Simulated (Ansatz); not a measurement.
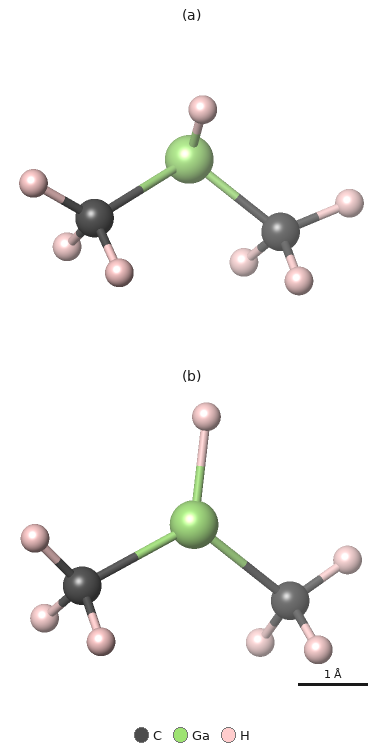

The structure of C2H7Ga (coarse preliminary run) before (top) and after (bottom) a relaxation, at one scale.

A ball-and-stick model, seen at a tilt.

The start comes from a force field.

Computed with RKS PBE-D4/def2-SVP (Ansatz).

Input file:
```yaml
crystal:
  periodic: [false, false, false]
  atoms:
    - {symbol: C, position_ang: [-0.863200, 1.139000, -0.595100]}
    - {symbol: Ga, position_ang: [0.710700, -0.224700, -0.683600]}
    - {symbol: C, position_ang: [0.681200, -1.156800, 0.746100]}
    - {symbol: H, position_ang: [-1.401000, 0.370600, -1.094400]}
    - {symbol: H, position_ang: [-1.022100, 2.103500, -1.223800]}
    - {symbol: H, position_ang: [-1.309500, 1.369300, 0.413500]}
    - {symbol: H, position_ang: [1.371600, 0.671300, -0.511800]}
    - {symbol: H, position_ang: [0.240200, -0.806300, 1.678500]}
    - {symbol: H, position_ang: [1.637200, -1.701300, 1.070400]}
    - {symbol: H, position_ang: [0.038000, -1.815800, 0.203100]}
basis:
  gaussian: {orbitals: def2-SVP}
hamiltonian: {xc: pbe, dispersion: d4}
relax: {f_tol: 0.03, max_steps: 200}
```

Question: Summarise the run.

Answer: The energy falls by 7.405 eV in 7 geometry steps. The largest force component goes from 13 to 0.018 eV/Å. The atom that moves furthest after the best rigid fit is H7 (0.79 Å). Largest moves by element: H 0.79 Å, Ga 0.62 Å, C 0.21 Å. Among the contacts that change: Ga2–H7 1.127 → 1.590 Å, Ga2–C3 1.707 → 1.983 Å, C1–Ga2 2.084 → 1.983 Å, C1–H5 1.162 → 1.107 Å. Bond angles that change, for instance: C1–Ga2–H7 85.2° → 120.6°, Ga2–C1–H4 83.6° → 109.8°, Ga2–C3–H10 85.5° → 110.3°.
